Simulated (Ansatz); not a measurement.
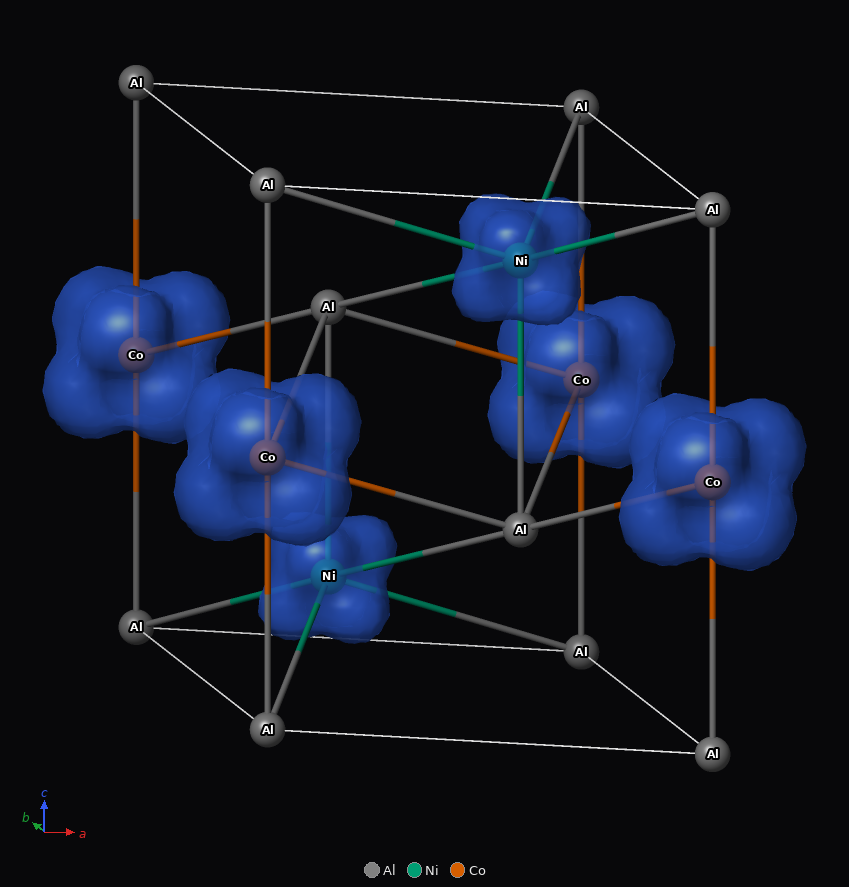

Figure 1: Al3CoNi2. Isosurface of the magnetisation density (up minus down) at +0.1 e/Å³ (blue), seen slightly off an axis. Sticks mark near contacts.

Space group P-3m1; a structure generated by program, which may or may not match a known phase; computed pressure about −3 GPa in this cell; spin-polarised.

Method: DFT r2SCAN, scalar-relativistic, plane waves, PAW (Ansatz).

The density is the valence pseudo-density of a PAW calculation; it isn't the true density close to the nuclei.

Which atoms carry the moments, and with what signs?

The spin density sits on Ni: +0.3 μB (×2); Co: +1.2 μB in one cell of 6 atoms: parallel main moments (a ferromagnetic arrangement) in this solution. The cell of the calculation (6 atoms) carries 1.7 μB of net spin moment.
